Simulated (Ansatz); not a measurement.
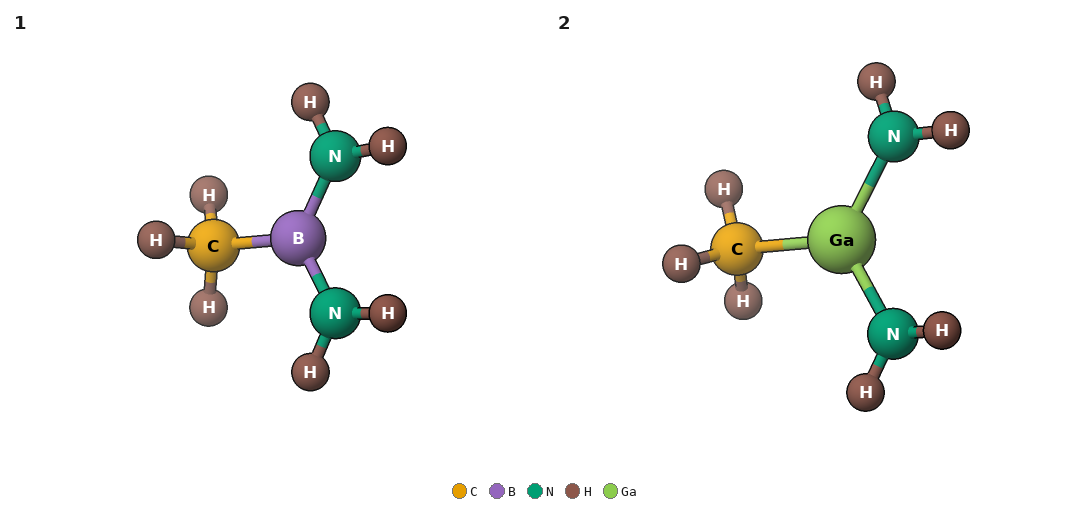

2 molecules with one skeleton, seen from the same side and at one scale. Charge 0, singlet. Computed geometries: PBE0-D4/def2-TZVP optimisations, one conformation each. Properties computed with Ansatz 0.2.0.

One atom differs, called X below: B in panel 1, Ga in panel 2. Their formulas are CH7BN2 (`CB(N)N`), CH7GaN2 (`[CH3][Ga]([NH2])[NH2]`).

### In which is the HOMO–LUMO gap larger (ωB97M-V/def2-TZVPP)?

In panel 1 (X = B).

### In which is the length of X–C larger (PBE0-D4/def2-TZVP)?

In panel 2 (X = Ga).

Give the values. With PBE0-D4/def2-TZVP: length of X–C (Å), mean length of X–N (Å), angle N–X–N (°). With ωB97M-V/def2-TZVPP: dipole moment (D), HOMO energy (Kohn–Sham orbital) (eV), HOMO–LUMO gap (eV).

| quantity | 1 (B) | 2 (Ga) | 2 − 1 |
| --- | --- | --- | --- |
| length of X–C (Å) | 1.582 | 1.957 | +0.375 |
| mean length of X–N (Å) | 1.416 | 1.823 | +0.407 |
| angle N–X–N (°) | 120.4 | 115.8 | −4.6 |
| dipole moment (D) | 1.09 | 0.16 | −0.93 |
| HOMO energy (Kohn–Sham orbital) (eV) | −9.13 | −8.96 | +0.17 |
| HOMO–LUMO gap (eV) | 11.27 | 10.87 | −0.40 |
